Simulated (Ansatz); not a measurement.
# BaSrNCl: complex band structure, part 2 of 2

A new crystal, BaSrNCl: structure, gap and complex bands. It is built by putting Ba for part of the Sr in the Sr2NCl structure of space group R-3m, with the volume rescaled by atomic radii. The parent structure comes from the Materials Project.

Ansatz 0.2.0; r2SCAN DFT, plane waves, PAW files (the session's first sound run).

So far. Step 2 (Cell and atoms at rest): The largest force component on a free atom ends at 0.019 eV/Å.

The structure was built from a prototype and need not be the compound's stable phase.

### Step 3. The bulk crystal and its band edges

The energy window and the wavevectors of the next steps follow from the band edges, so these are searched first, off the mesh as well.

Input file input.yaml:

```yaml
crystal:
  lattice:
    - [1.9893021115, 1.1485241096, 7.3731496608]
    - [-1.9893021115, 1.1485241096, 7.3731496608]
    - [0.0, -2.2970482192, 7.3731496608]
  atoms:
    - { symbol: Ba, position: [0.7713285322, 0.7713285322, 0.7713285322] }
    - { symbol: Sr, position: [0.2322703575, 0.2322703575, 0.2322703575] }
    - { symbol: "N", position: [0.5040203874, 0.5040203874, 0.5040203874] }
    - { symbol: Cl, position: [-0.0076192771, -0.0076192771, -0.0076192771] }
kpoints:
  mp_grid: { grid: [8, 8, 8] }
  band_path: { path: [VBM, CBM], npoints: 30 }
scf:
  occupations: { method: fixed }
hamiltonian:
  xc: r2scan
output:
  eigenvalues: true
  write_potential: true
  write_density: true
  volumetric_format: npy
  elf: true
```

Command:

```sh
$ ansatz run input.yaml --threads 2 --pin off --max-ram 4096MiB --backend cpu --events-out ev --progress --plain --runs-dir out
```

Numbers of over 12 decimals in the logs are rounded to 6 here.

The program printed:

```text
[...]
Crystal: 4 atoms, lattice volume = 101.075 Å³
Basis set: ecut = 500 eV, 2571 PW (Γ), FFT grids on a1−a2, a2, −a2+a3, exchange–correlation on 120×240×120 points (64 copies of the dense FFT grid, shifted against one another)
Bands: 20, of which v1, the nominal top of the filled ones, is band 16 counted from 1 (15 counted from 0)
Symmetry: 6 space group operations
[...]
k-points: 65 of 512 (time reversal used)
[...]
SCF iter   1: F=—  HF=-10994.306448 eV  |F-HF|=—  |Δ(HF+E_count)|=         —  Δρ=6.62e-3  dr2=7.90e-2  dr2_τ=6.73e-2  ethr=1.77e-3  ⟨swp⟩=5.7  Hψ=6349  notcnv=0  defer=130
[...]
SCF iter   7: F=-10994.441170 eV  HF=-10994.441170 eV  |F-HF|=7.77e-9  |Δ(HF+E_count)|=   5.94e-9  Δρ=4.58e-6  dr2=3.08e-8  dr2_τ=2.67e-9  ethr=3.13e-10  ⟨swp⟩=6.7  Hψ=7193  notcnv=0
SCF 1 converged in 7 iterations: F = -10994.441170 eV  dr2 = 3.08e-8
[...]
NSCF: frozen V_eff on 32 k-points
[...]
SCF converged after 7 iterations
Free energy (F): -10994.441170 eV
[...]
Internal energy: -10994.441170 eV  (E = F + TS)
E sigma→0 (E₀):  -10994.441170 eV
Fermi energy:    7.621803 eV
[...]
--- Band table (eV; the first three rows and the last of 65) ---
  k-point 0: bands = [... 12 lower, 3.6337, 6.6618, 7.2759, 7.2759, 10.0900, 11.1581, 11.9096, 11.9096]
  k-point 1: bands = [... 12 lower, 3.5961, 6.7689, 7.1558, 7.3174, 10.5989, 11.1234, 11.6314, 12.2214]
  k-point 2: bands = [... 12 lower, 3.5054, 6.8849, 7.2924, 7.4038, 10.4743, 11.4879, 12.0546, 12.2749]
  k-point 64: bands = [... 12 lower, 3.6465, 6.3863, 7.2043, 7.2043, 10.8215, 11.4334, 12.2639, 12.2639]
```

Wall time 34 s (2 threads of Arm Neoverse V2, shared host); peak memory 0.58 GiB; 67 s of CPU time.

The column dr2 measures how far the density is from self-consistency, as an energy; F and HF (Harris–Foulkes) agree once it is small.

This step gave:

```
free energy         : -10994.4412 eV
Fermi energy        : 7.622 eV
gap on the k-mesh   : 1.825 eV
gap on path         : 1.821 eV, by band count; negative where bands overlap
direct gap on path  : 1.825 eV
edge places on path : 0, 1.734 1/A along the path
```

The electronic bands at the labelled points (eV, zero at the Fermi level (highest filled level under fixed occupations); v1 is the highest filled band, c1 the lowest empty one):

| point | v4 | v3 | v2 | v1 | c1 | c2 | c3 | c4 |
| --- | --- | --- | --- | --- | --- | --- | --- | --- |
| VBM | -4.32 | -0.61 | -0.11 | 0.00 | 1.97 | 4.41 | 4.99 | 5.80 |
| CBM | -4.27 | -0.65 | -0.08 | 0.00 | 1.82 | 4.45 | 5.03 | 5.84 |

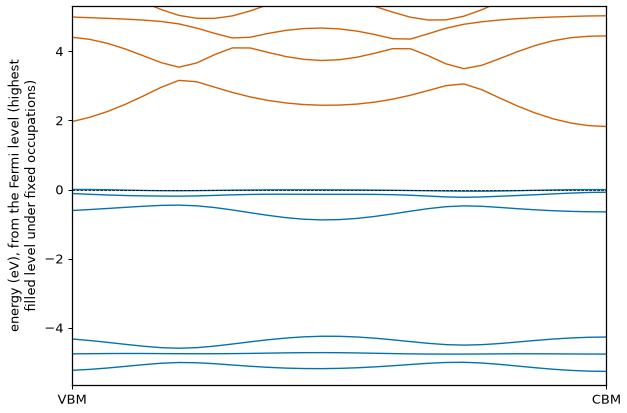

Electronic bands along the path; lines of filled and empty bands in two colours.

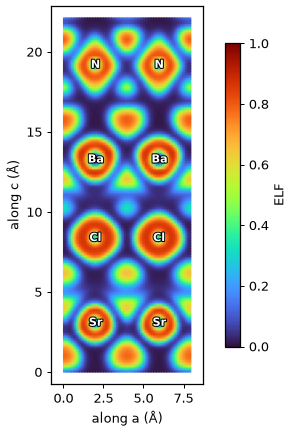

ELF in the ac plane of the conventional cell at fractional y = 0.000, with atoms of Ba and Sr and N and Cl within 0.2 Å of it. It is the smooth field of the valence electrons, not physical close to the nuclei. The map starts off the cell's origin, so that atoms lie inside it.

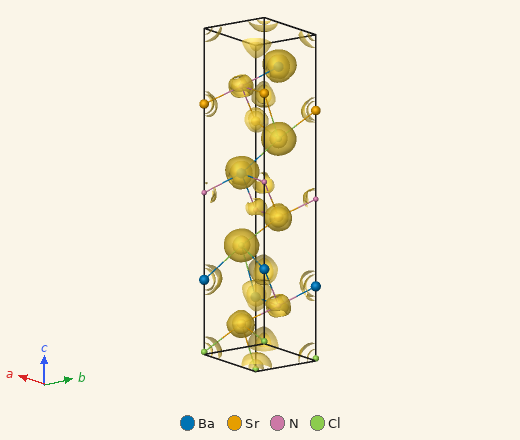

Surface of ELF = 0.81. Bonds to atoms that aren't drawn are left out.

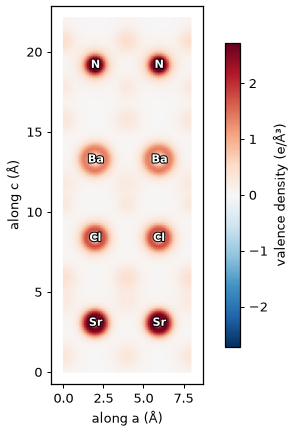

Valence density in the ac plane of the conventional cell at fractional y = 0.000, with atoms of Ba and Sr and N and Cl within 0.2 Å of it. It is the smooth field of the valence electrons, not physical close to the nuclei. The map starts off the cell's origin, so that atoms lie inside it.

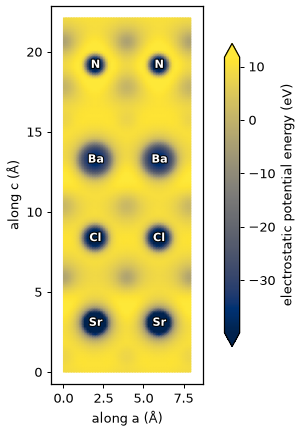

Electrostatic potential energy in the ac plane of the conventional cell at fractional y = 0.000, with atoms of Ba and Sr and N and Cl within 0.2 Å of it. With pseudopotentials it is smooth inside the atoms' cores, unlike the true potential. The map starts off the cell's origin, so that atoms lie inside it.

The searched edges give 1.82 eV, against 1.83 eV on the mesh.

### Step 4. Complex bands

This step: r2SCAN DFT, plane waves, PAW files; complex bands by layer matching along the plane's normal (Ansatz 0.2.0).

The same crystal is laid in a cell whose first two vectors span the (101) plane (indices of the standard conventional cell, whose axes can be ordered otherwise than in the bulk input). At fixed energy and wavevector in the plane the solver finds all kz, real and complex. A few wavevectors are listed, (0, 0) and (-0.5, 0) in units of the plane's reciprocal vectors; the slowest state needn't be among them.

Input file input.yaml:

```yaml
crystal:
  lattice:
    - [7.722678709, 0.0, 0.0]
    - [1.024857576, 3.844341103, 0.0]
    - [1.024857576, 1.78556287, 3.404515201]
  atoms:
    - { symbol: Ba, position: [0.3139855966, 0.2286714678, 0.2286714678] }
    - { symbol: Sr, position: [0.6968110725, 0.7677296425, 0.7677296425] }
    - { symbol: "N", position: [0.5120611622, 0.4959796126, 0.4959796126] }
    - { symbol: Cl, position: [0.9771421687, 0.0076192771, 0.0076192771] }
kpoints:
  mp_grid: { grid: [8, 8, 8] }
scf:
  occupations: { method: fixed }
hamiltonian:
  xc: r2scan
output:
  eigenvalues: true
  transmission:
    leads: [[0, 0]]
    kpoints: [[0.0, 0.0], [-0.5, 0.0]]
    e_range: [-1.0, 2.82]
    de: 0.08
```

The program printed:

```text
[...]
Crystal: 4 atoms, lattice volume = 101.075 Å³
Basis set: ecut = 500 eV, 2571 PW (Γ), exchange–correlation on 240×120×120 points (64 copies of the dense FFT grid, shifted against one another)
Bands: 20, of which v1, the nominal top of the filled ones, is band 16 counted from 1 (15 counted from 0)
Symmetry: 6 space group operations
[...]
k-points: 65 of 512 (time reversal used)
[...]
SCF iter   1: F=—  HF=-10994.306703 eV  |F-HF|=—  |Δ(HF+E_count)|=         —  Δρ=6.62e-3  dr2=7.88e-2  dr2_τ=6.73e-2  ethr=1.77e-3  ⟨swp⟩=5.8  Hψ=6422  notcnv=0  defer=130
[...]
SCF iter   7: F=-10994.441170 eV  HF=-10994.441170 eV  |F-HF|=7.61e-9  |Δ(HF+E_count)|=   5.37e-9  Δρ=4.55e-6  dr2=3.07e-8  dr2_τ=2.56e-9  ethr=3.13e-10  ⟨swp⟩=6.8  Hψ=7187  notcnv=0
SCF 1 converged in 7 iterations: F = -10994.441170 eV  dr2 = 3.07e-8
[...]
transmission: 7 of 14 steps passed
transmission: 14 of 14 steps passed
SCF converged after 7 iterations
Free energy (F): -10994.441170 eV
[...]
Internal energy: -10994.441170 eV  (E = F + TS)
E sigma→0 (E₀):  -10994.441170 eV
Fermi energy:    7.621799 eV
[...]
--- Band table (eV; the first three rows and the last of 65) ---
  k-point 0: bands = [... 12 lower, 3.6337, 6.6618, 7.2758, 7.2758, 10.0900, 11.1581, 11.9096, 11.9096]
  k-point 1: bands = [... 12 lower, 3.5961, 6.7689, 7.1558, 7.3174, 10.5989, 11.1234, 11.6314, 12.2214]
  k-point 2: bands = [... 12 lower, 3.5054, 6.8849, 7.2924, 7.4038, 10.4743, 11.4879, 12.0546, 12.2749]
  k-point 64: bands = [... 12 lower, 3.6465, 6.3863, 7.2042, 7.2042, 10.8215, 11.4334, 12.2639, 12.2639]
--- Transmission ---
  basis      : 313 plane waves across, 7 finite elements along
  points     : 2, as listed
  energies   : 48 from -1.000000 to 2.760000 eV about the Fermi level, 0.080000 eV apart; the leads are filled to 0.912512 eV, and channels, transmission and decay are at 0.920000 eV
  crystal 0  : Cl1Ba1N1Sr1, at the sites [0, 0], period 3.4045 Å: whole cells are its period
    offset         : up to 0.0000 Å between an atom of the period and one for which it stands
    channels       : 0.000000e0 a spin
    conductance    : none, the energies end too early or step too widely for 300 K: set another output.transmission.e_range or a lower de, or, where they end at an eighth of basis.ecutwfc, a higher one
    slowest decay  : 0.2612 /Å at (0.0000, 0.0000)
```

Wall time 71 s (2 threads); peak memory 1 GiB; 2 min of CPU time.

This step gave:

- level to which the leads are filled: 0.9125 eV from the Fermi level
- decay constant at the filling level, zone centre: 0.2612 Å⁻¹
- decay constant at the filling level, slowest listed point: 0.2612 Å⁻¹

K parallel (0, 0); values up to 1.5 1/Å, a degenerate pair printed once or twice; energies at which all values exceed this have no row. Im kz of the slowest decaying states against energy, zero at the highest filled level on the SCF mesh:

| energy (eV) | decay 1 (Å⁻¹) | decay 2 (Å⁻¹) | decay 3 (Å⁻¹) | decay 4 (Å⁻¹) |
| --- | --- | --- | --- | --- |
| -1.000 | 0.134 | 0.238 | 0.332 | 0.592 |
| -0.520 | 0.0903 | 0.344 | 0.405 | 0.478 |
| -0.040 | 0.207 | 0.279 | 0.453 | 0.484 |
| 0.520 | 0.259 | 0.342 | 0.487 | 0.555 |
| 1.000 | 0.260 | 0.380 | 0.488 | 0.523 |
| 1.480 | 0.238 | 0.399 | 0.473 | 0.484 |
| 1.960 | 0.187 | 0.409 | 0.437 | 0.449 |
| 2.520 | 0.366 | 0.393 | 0.441 | 0.506 |

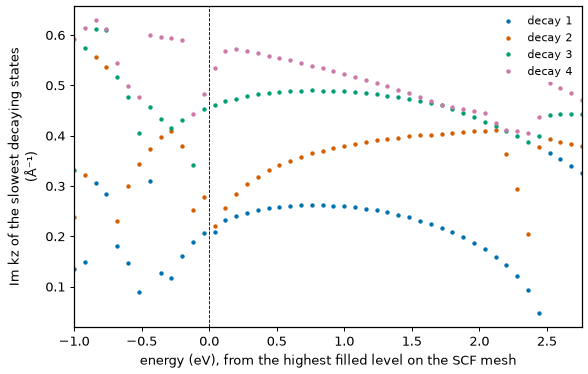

Im kz of the slowest decaying states against energy.

K parallel (-0.5, 0); values up to 1.5 1/Å, a degenerate pair printed once or twice; energies at which all values exceed this have no row. Table of Im kz of the slowest decaying states by energy, zero at the highest filled level on the SCF mesh:

| energy (eV) | decay 1 (Å⁻¹) | decay 2 (Å⁻¹) | decay 3 (Å⁻¹) | decay 4 (Å⁻¹) |
| --- | --- | --- | --- | --- |
| -1.000 | 0.346 | 0.403 | 0.515 | 0.682 |
| -0.520 | 0.206 | 0.252 | 0.259 | 0.332 |
| -0.040 | 0.236 | 0.348 | 0.416 | 0.651 |
| 0.520 | 0.352 | 0.413 | 0.452 | 0.582 |
| 1.000 | 0.388 | 0.438 | 0.459 | 0.482 |
| 1.480 | 0.293 | 0.442 | 0.448 | 0.451 |
| 1.960 | 0.421 | 0.444 | 0.456 | 0.487 |
| 2.520 | 0.375 | 0.392 | 0.441 | 0.449 |

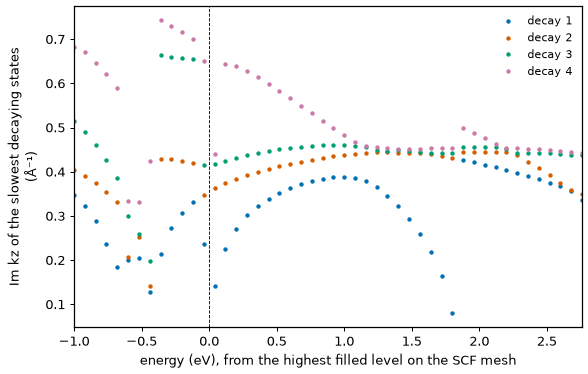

Im kz of the slowest decaying states, plotted against energy.

K parallel (-0.5, 0). The Re kz of states that move upwards by energy, zero at the highest filled level on the SCF mesh:

| energy (eV) | channel 1 (Å⁻¹) | channel 2 (Å⁻¹) |
| --- | --- | --- |
| -1.0000 | 0.307 | - |
| -0.7600 | 0.502 | - |
| -0.5200 | - | - |
| -0.2800 | 0.423 | 0.527 |
| -0.0400 | 0.837 | - |
| 0.2800 | - | - |
| 0.5200 | - | - |
| 0.7600 | - | - |
| 1.0000 | - | - |
| 1.2400 | - | - |
| 1.4800 | - | - |
| 1.7200 | - | - |
| 1.9600 | -0.667 | - |
| 2.2800 | -0.501 | - |
| 2.5200 | -0.408 | - |
| 2.7600 | -0.322 | - |

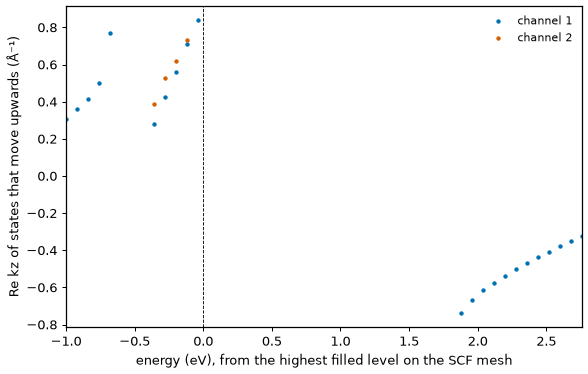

Re kz of states that move upwards, plotted against energy.

At the listed wavevectors the last open channel is at -0.04 eV and the next at +1.88 eV on the grid. At +0.92 eV, the grid energy nearest the filling level (the middle of the gap on the SCF mesh), the slowest state at the listed wavevectors decays with κ = 0.261 Å⁻¹, its amplitude falling by e over 3.8 Å. Through 1 nm of this crystal that state's transmission falls by exp(−2 × 0.261 Å⁻¹ × 10 Å) = 0.0054.

### Step 5. Decay over the two-dimensional zone

The listed points could miss the slowest state, so one energy near mid-gap is solved on a mesh of 6×12.

input.yaml, as its differences from that of step 4:

```diff
@@ -18,6 +18,2 @@
   eigenvalues: true
-  transmission:
-    leads: [[0, 0]]
-    kpoints: [[0.0, 0.0], [-0.5, 0.0]]
-    e_range: [-1.0, 2.82]
-    de: 0.08
+  transmission: { leads: [[0, 0]], kmesh: [6, 12], e_range: [0.91, 0.92], de: 0.05 }
```

The program printed:

```text
[...]
Crystal: 4 atoms, lattice volume = 101.075 Å³
Basis set: ecut = 500 eV, 2571 PW (Γ), exchange–correlation on 240×120×120 points (64 copies of the dense FFT grid, shifted against one another)
Bands: 20, of which v1, the nominal top of the filled ones, is band 16 counted from 1 (15 counted from 0)
Symmetry: 6 space group operations
[...]
k-points: 65 of 512 (time reversal used)
[...]
SCF iter   1: F=—  HF=-10994.306703 eV  |F-HF|=—  |Δ(HF+E_count)|=         —  Δρ=6.62e-3  dr2=7.88e-2  dr2_τ=6.73e-2  ethr=1.77e-3  ⟨swp⟩=5.8  Hψ=6422  notcnv=0  defer=130
[...]
SCF iter   7: F=-10994.441170 eV  HF=-10994.441170 eV  |F-HF|=7.61e-9  |Δ(HF+E_count)|=   5.37e-9  Δρ=4.55e-6  dr2=3.07e-8  dr2_τ=2.56e-9  ethr=3.13e-10  ⟨swp⟩=6.8  Hψ=7187  notcnv=0
SCF 1 converged in 7 iterations: F = -10994.441170 eV  dr2 = 3.07e-8
[...]
transmission: 36 of 228 steps passed
transmission: 54 of 228 steps passed
[...]
transmission: 228 of 228 steps passed
SCF converged after 7 iterations
Free energy (F): -10994.441170 eV
[...]
Internal energy: -10994.441170 eV  (E = F + TS)
E sigma→0 (E₀):  -10994.441170 eV
Fermi energy:    7.621799 eV
[...]
--- Band table (eV; the first three rows and the last of 65) ---
  k-point 0: bands = [... 12 lower, 3.6337, 6.6618, 7.2758, 7.2758, 10.0900, 11.1581, 11.9096, 11.9096]
  k-point 1: bands = [... 12 lower, 3.5961, 6.7689, 7.1558, 7.3174, 10.5989, 11.1234, 11.6314, 12.2214]
  k-point 2: bands = [... 12 lower, 3.5054, 6.8849, 7.2924, 7.4038, 10.4743, 11.4879, 12.0546, 12.2749]
  k-point 64: bands = [... 12 lower, 3.6465, 6.3863, 7.2042, 7.2042, 10.8215, 11.4334, 12.2639, 12.2639]
--- Transmission ---
  basis      : 313 plane waves across, 6 finite elements along
  points     : 38, standing for a mesh of 6 x 12
  energies   : 1 from 0.910000 to 0.910000 eV about the Fermi level; the leads are filled to 0.912512 eV, and channels, transmission and decay are at 0.910000 eV
[...]
channels       : 0.000000e0 a spin
    conductance    : none, crystal 0 has no channel at the energies, or these end too early or step too widely for 300 K: set another output.transmission.e_range or a lower de, or, where they end at an eighth of basis.ecutwfc, a higher one
    slowest decay  : 0.2613 /Å at (0.0000, 0.0000)
```

Elapsed: 94 s, on 2 threads; peak memory 1.1 GiB; 3 min of CPU time.

This step gave:

| Item | Value |
| --- | --- |
| least decay constant on the mesh | 0.2613 Å⁻¹ |

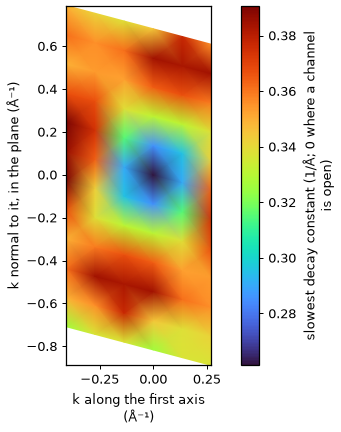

Slowest decay constant (1/Å; 0 where a channel is open) over k1 and k2. At 0.9100 eV from the Fermi level.

The least value on the mesh is 0.261 Å⁻¹ at +0.91 eV. At that energy the listed points give about 0.261 Å⁻¹ by interpolation, so the mesh holds no clearly slower state.

### Step 6. Outcome

| Property | Result |
| --- | --- |
| band gap | 1.82 eV |
| least decay constant at mid-gap, normal to (101) | 0.261 Å⁻¹ |
| least decay constant on a mesh, normal to (101) | 0.261 Å⁻¹ |

**Reading.** With r2SCAN, the slowest decay at the wavevectors tried is κ = 0.261 Å⁻¹, normal to (101). Through such a film the transmission near mid-gap falls as exp(−2κd), a factor of ten every 4.4 Å. A free electron under a barrier of half the gap would need a mass of 0.29 mₑ to decay at this rate. The compound is made up by substitution; its stability against other phases and against distortions of the cell's symmetry was not tested. r2SCAN still narrows gaps, if less than LDA and GGA do, so real decay constants are likely larger.

[Logs are printed without paths, hosts, clocks, repeated set-up lines and the standing remarks that a program may print on its own settings, such as how far it seeks lower states.]

[Hosts, paths, dates, database ids (printed as entryN), source tags and the programs' standing remarks are cut or masked in the printed files.]

[New means built here by substitution; the compound itself may be known and measured.]
